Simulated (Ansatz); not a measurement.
# BH4O (doublet): correlated methods under varied settings at distance B1–H4 along a hydrogen transfer = 1.286 Å

Aim: run BH4O (doublet) at one geometry under a spread of methods and options, and see what each costs and gives.

Computed with Ansatz 0.2.0, Gaussian basis. Level: the settings change from run to run.

11 further runs of the same task are left out: 4 for a mislabelled method, 6 that didn't finish, 1 set aside as unsound or not needed.

## (1) The geometry

The geometry derives from fragments relaxed apart (PBE0/def2-TZVP) and kept rigid, so it is no stationary point. A hydrogen atom is moved between rigid fragments.

6 atoms, charge 0, spin multiplicity 2.

Atoms are counted from 1 here; the program's logs count them from 0.

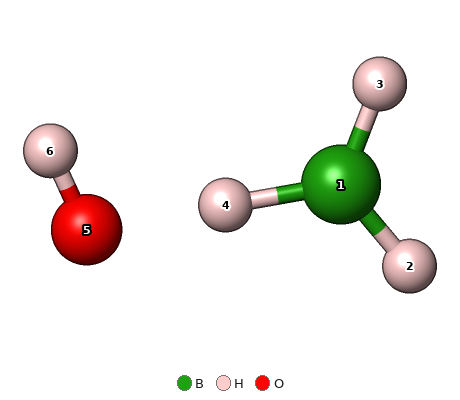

The geometry (boron green, hydrogen pink, oxygen red); atoms are numbered from 1 in the order of the file.

## (2) BCCD on UHF/6-31G*

Contents of in.yaml:

```yaml
crystal:
  periodic: [false, false, false]
  atoms:
    - {symbol: B, position_ang: [-1.572909, 0.030718, 0.000000]}
    - {symbol: H, position_ang: [-2.169642, 1.064290, 0.000000]}
    - {symbol: H, position_ang: [-2.169643, -1.002853, 0.000000]}
    - {symbol: H, position_ang: [-0.286909, 0.030718, 0.000000]}
    - {symbol: O, position_ang: [1.259091, 0.030718, 0.000000]}
    - {symbol: H, position_ang: [1.510950, -0.909232, 0.000000]}
basis:
  gaussian: {orbitals: "6-31G*"}
magnetization: {spin_polarized: true, initial_magnetization: 1}
correlation: {method: bccd, electrons: outside_noble_gas}
scf: {lower_state_search: off}
```

The run is started by

```sh
$ ansatz run in.yaml --threads 1 --pin off --events-out ev --progress --plain --max-ram 2393MiB
```

Log, cut to the lines that bear on the results:

```text
Functional definition: HF
  name "HF"
  cite "Fock, Z. Phys. 61, 126 (1930) doi:10.1007/BF01340294"
  parent pbe
[...]
392 factors; integrals over basis functions are off by at most 8.0e-4 eV
[...]
mean field -2768.67110252 eV, -101.7467863450 hartree, gradient 2.8e-6 eV, S^2 0.763793; 0 other end points of the search recorded, 0 dependent functions left out
2 core orbitals not correlated: weight in the atoms' cores, before any rotation towards them, 1.000 or more for the frozen orbitals, at most 0.000 for the correlated occupied ones
reference -2768.67110252 eV, -101.7467863450 hartree; 7, 6 occupied and 29, 30 virtual orbitals, 392 factors
second order -6.08932177 eV of doubles, -0.00000000 eV of singles
cycle   1  -6.72834657 eV  change   -6.4e-1 eV  update   6.4e-2
[...]
cycle  13  -7.01399352 eV  change   -4.2e-6 eV  update   8.3e-6
Total energy: -2775.68509604 eV, -102.0045458526 hartree
Checks for a lower state left out: stability, starts, cluster_reference, orbital_swaps, neighbouring_geometries, increment
```

Wall time 1.6 s (1 thread of Arm Neoverse N1, shared host).

From the report: ⟨S²⟩ of the determinant 0.764 (pure doublet: 0.75); correlation -7.0140 eV; largest double amplitude 0.05.

## (3) CISD/cc-pVDZ

in.yaml, as its differences from that of step 2:

```diff
@@ -10,5 +10,6 @@
 basis:
-  gaussian: {orbitals: "6-31G*"}
-magnetization: {spin_polarized: true, initial_magnetization: 1}
-correlation: {method: bccd, electrons: outside_noble_gas}
-scf: {lower_state_search: off}
+  gaussian: {orbitals: cc-pVDZ}
+magnetization: {spin_polarized: false, initial_magnetization: 1}
+correlation: {active_space: {ras: {orbitals: [8, 1, 39], electrons: 17, max_holes: 2, max_particles: 2}, fixed_orbitals: true}}
+accuracy: high
+output: {forces: true}
```

Same command.

Log, cut to the lines that bear on the results:

```text
Functional definition: HF
  name "HF"
  cite "Fock, Z. Phys. 61, 126 (1930) doi:10.1007/BF01340294"
  parent pbe
[...]
1010 factors; integrals over basis functions are off by at most 3.5e-9 eV
[...]
mean field -2768.89099085 eV, -101.7548670922 hartree, gradient 1.6e-8 eV, S^2 0.750000; 7 other end points of the search recorded, 0 dependent functions left out
reference -2768.89099085 eV, -101.7548670922 hartree; 9, 8 occupied and 39, 40 virtual orbitals, 1010 factors
state -2776.46088428 eV, -102.0330555446 hartree
[...]
Total energy: -2776.46088428 eV, -102.0330555446 hartree
Atom 0 at    -1.572909     0.030718     0.000000 Å, force     1.253754    -0.117649    -0.000000 eV/Å
Atom 1 at    -2.169642     1.064290     0.000000 Å, force    -0.033107     0.238454     0.000000 eV/Å
Atom 2 at    -2.169643    -1.002853     0.000000 Å, force    -0.099907    -0.244483     0.000000 eV/Å
Atom 3 at    -0.286909     0.030718     0.000000 Å, force    -1.964902     0.019217     0.000000 eV/Å
Atom 4 at     1.259091     0.030718     0.000000 Å, force     1.094463     0.183205    -0.000000 eV/Å
Atom 5 at     1.510950    -0.909232     0.000000 Å, force    -0.250302    -0.078743    -0.000000 eV/Å
Dipole moment:     0.022781    -0.305463    -0.000000 e Å
```

Wall time 39 s (1 thread of Arm Neoverse N1, shared host); peak memory 0.31 GiB.

From the report: 138,817 determinants.

## (4) MRCISD+Q(9,5)/STO-3G

in.yaml, as its differences from that of step 3:

```diff
@@ -10,6 +10,5 @@
 basis:
-  gaussian: {orbitals: cc-pVDZ}
+  gaussian: {orbitals: STO-3G}
 magnetization: {spin_polarized: false, initial_magnetization: 1}
-correlation: {active_space: {ras: {orbitals: [8, 1, 39], electrons: 17, max_holes: 2, max_particles: 2}, fixed_orbitals: true}}
-accuracy: high
-output: {forces: true}
+correlation: {method: fic_mrcisd_q, electrons: outside_noble_gas, active_space: {window: {electrons: 9, orbitals: 5}}}
+scf: {lower_state_search: light}
```

Launched as before.

Log, cut to the lines that bear on the results:

```text
Functional definition: HF
  name "HF"
  cite "Fock, Z. Phys. 61, 126 (1930) doi:10.1007/BF01340294"
  parent pbe
[...]
181 factors; integrals over basis functions are off by at most 3.0e-5 eV
[...]
mean field -2732.15741162 eV, -100.4049329541 hartree, gradient 3.5e-6 eV, S^2 0.750000; 7 other end points of the search recorded, 0 dependent functions left out
reference -2732.15741162 eV, -100.4049329541 hartree; 9, 8 occupied and 5, 6 virtual orbitals, 181 factors
state -2732.15741162 eV, -100.4049329541 hartree
contracted CI cycle   1: correlation 0.00000000 eV, 0.0000000000 hartree, residual 1.02e1 eV
contracted CI cycle   2: correlation -2.15513111 eV, -0.0791996073 hartree, residual 1.89e0 eV
contracted CI cycle   3: correlation -2.23146105 eV, -0.0820046811 hartree, residual 4.39e-1 eV
contracted CI cycle   4: correlation -2.23578790 eV, -0.0821636899 hartree, residual 1.08e-1 eV
contracted CI cycle   5: correlation -2.23603403 eV, -0.0821727351 hartree, residual 3.16e-2 eV
contracted CI cycle   6: correlation -2.23605528 eV, -0.0821735160 hartree, residual 9.20e-3 eV
contracted CI cycle   7: correlation -2.23605723 eV, -0.0821735874 hartree, residual 2.70e-3 eV
contracted CI cycle   8: correlation -2.23605737 eV, -0.0821735929 hartree, residual 1.06e-3 eV
state -2732.15741162 eV, -100.4049329541 hartree; corrected -2734.50723924 eV, -100.4912875266 hartree
WARN: 4 active orbitals are nearly empty or full. The corrections depend on them more than the energy does, and are more stable in an active space without them
Total energy: -2734.50723924 eV, -100.4912875266 hartree
```

Run time: 0.79 s. Hardware: 1 thread of Arm Neoverse N1, shared host.

From the report: 4 determinants; active occupations 2.00, 2.00, 2.00, 2.00, 1.00. The report marks this result as in doubt.

## (5) CCSDT(Q)/B on UHF/6-31G

in.yaml, as its differences from that of step 4:

```diff
@@ -10,5 +10,6 @@
 basis:
-  gaussian: {orbitals: STO-3G}
-magnetization: {spin_polarized: false, initial_magnetization: 1}
-correlation: {method: fic_mrcisd_q, electrons: outside_noble_gas, active_space: {window: {electrons: 9, orbitals: 5}}}
-scf: {lower_state_search: light}
+  gaussian: {orbitals: 6-31G}
+magnetization: {spin_polarized: true, initial_magnetization: 1}
+correlation: {method: ccsdt_q_b, electrons: outside_noble_gas}
+scf: {omitted_lower_state_checks: [cluster_reference]}
+output: {forces: true}
```

Launched as before.

Log, cut to the lines that bear on the results:

```text
Functional definition: HF
  name "HF"
  cite "Fock, Z. Phys. 61, 126 (1930) doi:10.1007/BF01340294"
  parent pbe
[...]
536 factors; integrals over basis functions are off by at most 1.8e-7 eV
[...]
mean field -2767.83056061 eV, -101.7158969994 hartree, gradient 1.3e-6 eV, S^2 0.762483; 6 other end points of the search recorded, 0 dependent functions left out
2 core orbitals not correlated: weight in the atoms' cores, before any rotation towards them, 1.000 or more for the frozen orbitals, at most 0.000 for the correlated occupied ones
reference -2767.83056061 eV, -101.7158969994 hartree; 7, 6 occupied and 17, 18 virtual orbitals, 536 factors
second order -4.13057109 eV of doubles, -0.00000000 eV of singles
cycle   1  -4.60372999 eV  change   -4.7e-1 eV  update   6.4e-2
[...]
cycle  24  -4.97057753 eV  change    1.6e-7 eV  update   1.8e-7
perturbative correction -0.00808779 eV, -0.0002972207 hartree
[...]
Total energy: -2772.80922592 eV, -101.8988595750 hartree
Atom 0 at    -1.572909     0.030718     0.000000 Å, force     0.867070    -0.096021     0.000000 eV/Å
Atom 1 at    -2.169642     1.064290     0.000000 Å, force    -0.011585     0.268319    -0.000000 eV/Å
Atom 2 at    -2.169643    -1.002853     0.000000 Å, force    -0.091490    -0.285063    -0.000000 eV/Å
Atom 3 at    -0.286909     0.030718     0.000000 Å, force    -1.468376     0.024185    -0.000000 eV/Å
Atom 4 at     1.259091     0.030718     0.000000 Å, force     0.619061     1.238293     0.000000 eV/Å
Atom 5 at     1.510950    -0.909232     0.000000 Å, force     0.085320    -1.149712    -0.000000 eV/Å
Dipole moment:    -0.045344    -0.365482    -0.000000 e Å
Checks for a lower state left out: cluster_reference
```

It took 2.1 min on 1 thread of Arm Neoverse N1, shared host; peak memory 0.78 GiB.

From the report: ⟨S²⟩ of the determinant 0.762 (pure doublet: 0.75); correlation -4.9787 eV; T1 0.019; largest double amplitude 0.05.

## (6) The runs in one table

 † marks a result that the program doubts.

```csv
level,correlated,functions,energy (eV),time
BCCD on UHF/6-31G*,outside noble gas,38,-2775.6851,1.6 s
CISD/cc-pVDZ,all,48,-2776.4609,39 s
"MRCISD+Q(9,5)/STO-3G †",outside noble gas,14,-2734.5072,0.79 s
CCSDT(Q)/B on UHF/6-31G,outside noble gas,26,-2772.8092,2.1 min
```

## (7) What came out

| quantity | value |
| --- | --- |
| runs | 4 |
| quickest | MRCISD+Q(9,5)/STO-3G †, 0.79 s |
| slowest | CCSDT(Q)/B on UHF/6-31G, 2.1 min |

What this shows: Total energies in different bases, with other cores or another treatment of relativity can't be set against each other. CCSDT(Q)/B on UHF/6-31G took 158 times as long as MRCISD+Q(9,5)/STO-3G †; the jobs differ in more than the method.
